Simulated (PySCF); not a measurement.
## Frequency calculation, with input and output: SiCl4

- system: SiCl4
- method: RKS-based PBE0, Si def2-TZVP, Cl def2-TZVP; non-relativistic Hamiltonian; density fitting (PySCF 2.14.0)

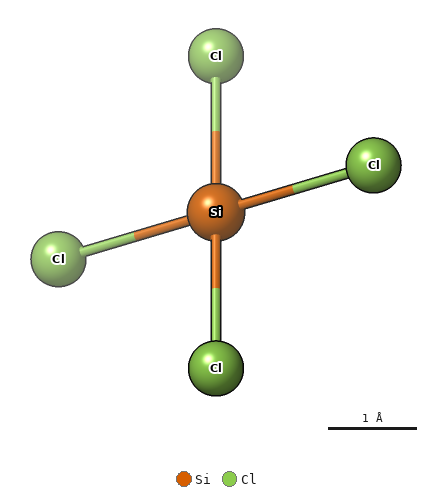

**Figure 1.** The structure (ball-and-stick view, seen at an oblique angle).

**Key numbers**

- outcome: converged
- total energy: −2129.750815 hartree
- HOMO: −8.34 eV
- LUMO: −3.03 eV
- zero-point energy: 0.006911 hartree
- dipole moment: 0.00 D
- wavenumbers, lowest and highest: 128i and 601 cm⁻¹
- hardware: 4 threads of Arm Neoverse V2, 24 GiB of memory available, shared host
- wall time: 44 s (CPU time 2.4 min)
- peak memory: 2.1 GiB

**Input file**
```python
from pyscf import gto, scf, dft
mol = gto.M(atom='''
Si     0.000000     0.000000     0.000000
Cl     2.083430    -0.000000     0.000000
Cl    -0.000000     2.083430     0.000000
Cl    -2.083430     0.000000     0.000000
Cl     0.000000    -2.083430     0.000000''',
    basis={'Si': 'def2-TZVP', 'Cl': 'def2-TZVP'},
    charge=0, spin=0)
mf = dft.RKS(mol, xc='PBE0')
mf.grids.atom_grid = (75, 302)
aux = {'Si': 'def2-universal-JKFIT', 'Cl': 'def2-universal-JKFIT'}
mf = mf.density_fit(auxbasis=aux)
mf.conv_tol = 1e-09
mf.diis_space = 10
mf.max_cycle = 60
mf.verbose = 4
mf.kernel()
```

The script is an equivalent of the set-up of the self-consistent field. The run itself was carried out by a driver, which started from the orbitals of the step before it where there was one and computed the further properties.

Command:
```bash
OMP_NUM_THREADS=4 python axn.py task.json out
```

**The program's output**
```
init E= -2129.75081450098
  HOMO = -0.306464724272267  LUMO = -0.111291312677838  gap/eV = 5.31094
cycle= 1 E= -2129.75081450097  delta_E= 9.09e-13  |g|= 3.18e-06  |ddm|= 4.49e-06
  HOMO = -0.306464957338751  LUMO = -0.111290831302116  gap/eV = 5.31096
Extra cycle  E= -2129.75081450098  delta_E= -2.73e-12  |g|= 4.8e-06  |ddm|= 6.21e-06
converged SCF energy = -2129.75081450098
```

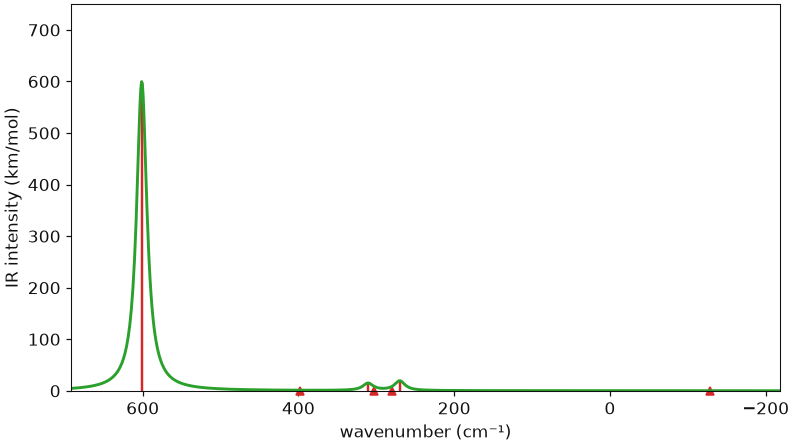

**Figure 2.** Harmonic infrared spectrum, unscaled: sticks (degenerate modes added up, dark ones marked on the axis) with a Lorentzian envelope of 16 cm⁻¹ full width, scaled to the tallest stick; imaginary modes are drawn at negative wavenumbers. 9 modes from 128i to 601 cm⁻¹, 1 imaginary beyond 8i (128i cm⁻¹): a first-order saddle point, if the geometry is stationary. The strongest line is at 601 cm⁻¹ (600 km/mol). All modes, in cm⁻¹ (km/mol): 128i (0.0), 270 (9.3), 270 (9.3), 280 (0.0), 303 (0.0), 311 (13.9), 398 (0.0), 601 (300), 601 (300).

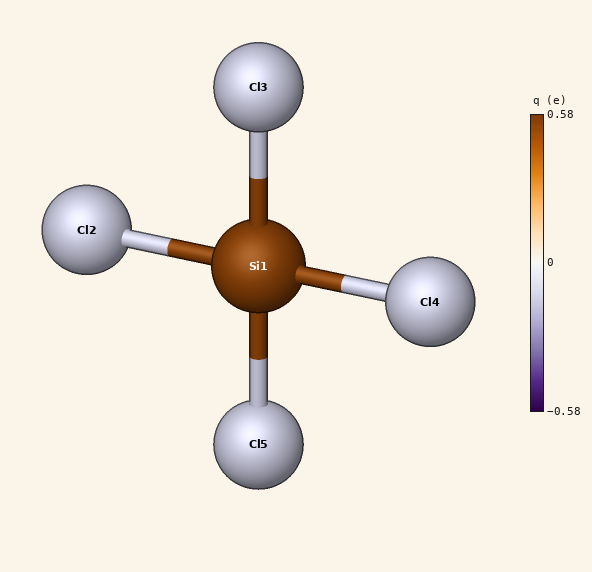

**Figure 3.** Mulliken charges, as the colour of each atom (ball-and-stick view, seen at an oblique angle; atoms are numbered from 1 in the order of the input; Mulliken charges depend strongly on the basis). By element: Si +0.55 and Cl −0.14 e.
